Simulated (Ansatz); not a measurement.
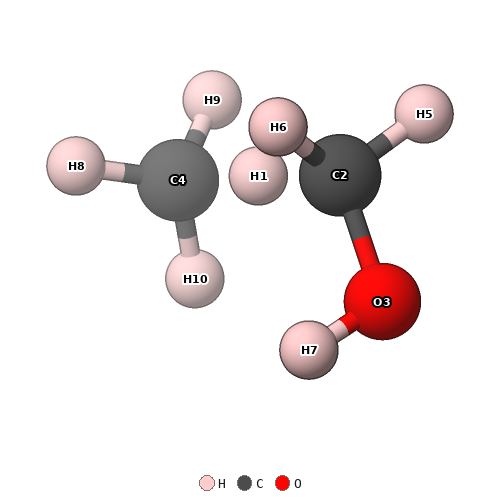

The system is the reacting system C₂H₇O (fragments CH₄O + CH₃ where the first distance is long, CH₄ + CH₃O where the second is long), spin multiplicity 2; the picture shows the reference structure. Coordinates scanned: (1) distance H1–C4 (bond that forms); (2) distance H1–C2 (bond that breaks). Relaxed at each point: all other coordinates. The grid has 8 × 8 points. Points are written as (first, second). All energies are given in kJ/mol relative to the lowest grid point. The calculation used UKS r2SCAN-D4/def2-SVP in Ansatz.

Its coordinates:

```xyz
10

H    -0.1450   -0.1044    0.2237
C    -0.3167    1.0858   -0.4898
O     0.2639    0.9941   -1.7358
C     0.0393   -1.3093    0.9010
H    -1.4081    1.1615   -0.5836
H     0.1118    1.8469    0.1871
H     1.2228    1.0339   -1.6282
H     0.8065   -1.1243    1.6633
H    -0.9367   -1.5640    1.3321
H     0.3621   -2.0200    0.1300
```

Range: distance H1–C4 (bond that forms) from 0.963 to 2.163 Å; distance H1–C2 (bond that breaks) from 0.963 to 2.463 Å.

> Predict the map.

The lowest grid point is at (1.068 Å, 2.463 Å). It lies in a valley that leaves the map towards separated partners. The highest grid point, (0.963 Å, 0.963 Å), lies 531 kJ/mol above the lowest. On the interpolated surface the lowest path from the side where the first distance is long, (2.163 Å, 1.095 Å), to the side where the second distance is long, about (1.10 Å, 2.46 Å), has its top at about (1.47 Å, 1.28 Å), about 30 kJ/mol above the start and 79 kJ/mol above the end.

```
second ↓, first →  0.963  1.068  1.214  1.379  1.559  1.751  1.953  2.163
            2.463     38      0     15     75    150    228    294    338
            2.200     46      6     19     74    146    218    276    315
            1.948     61     18     26     74    138    200    247    276
            1.708     89     40     37     74    124    169    200    217
            1.483    140     78     58     73    101    123    137    144
            1.276    225    142     93     78     77     77     77     73
            1.095    360    248    162    114     85     67     55     47
            0.963    531    393    275    200    152    122    103     92
```

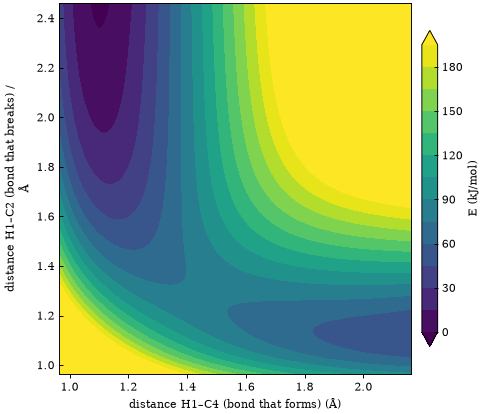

Drawn: filled contours, one colour for all values above the top of the scale. Between grid points the surface is interpolated.

Time for the 64 points that were run: 39 min on 1 thread of Arm Neoverse V2 (shared host).
